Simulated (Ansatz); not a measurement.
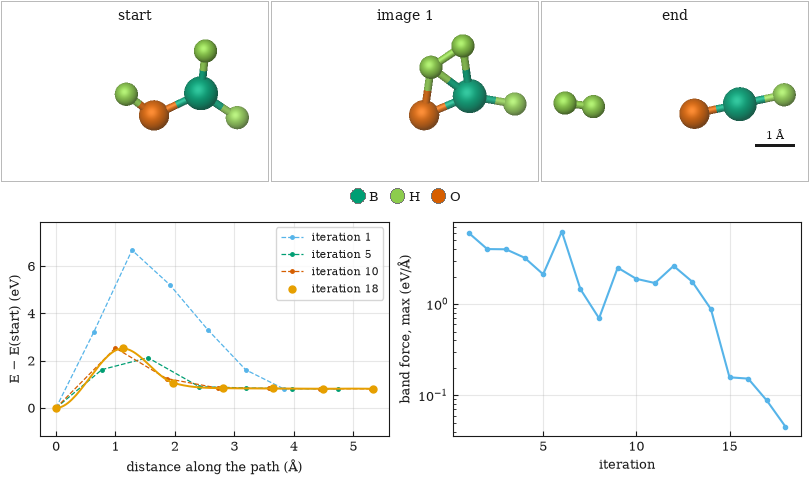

A search for the minimum-energy path of BH3O by the nudged elastic band. Images are numbered from 0 (start) to 6 (end). The plot follows the band through its iterations. A ball-and-stick model, seen at a tilt.

Level of theory: Ansatz 0.2.0, RKS PBE0-D4/def2-SVP. Set-up: 5 movable images; climbing image.

### Did the band converge, and can the barrier be trusted?

The run is converged, with reservations. The band converged in 18 iterations. The largest component of the band force went from 6 to 0.045 eV/Å. The climbing image converged on the top of the path. Its curvatures weren't checked. The largest force component is 0.35 eV/Å at the start and 0.49 eV/Å at the end; an end with forces this large is no minimum, and the barrier measured from it can be far off. The first iteration put the highest image at 6.68 eV. Forward barrier 2.52 eV, backward barrier 1.71 eV, with image 1 at the top; the reaction energy is +0.81 eV.

The run took 38 s on 2 threads of Arm Neoverse V2 (shared host).
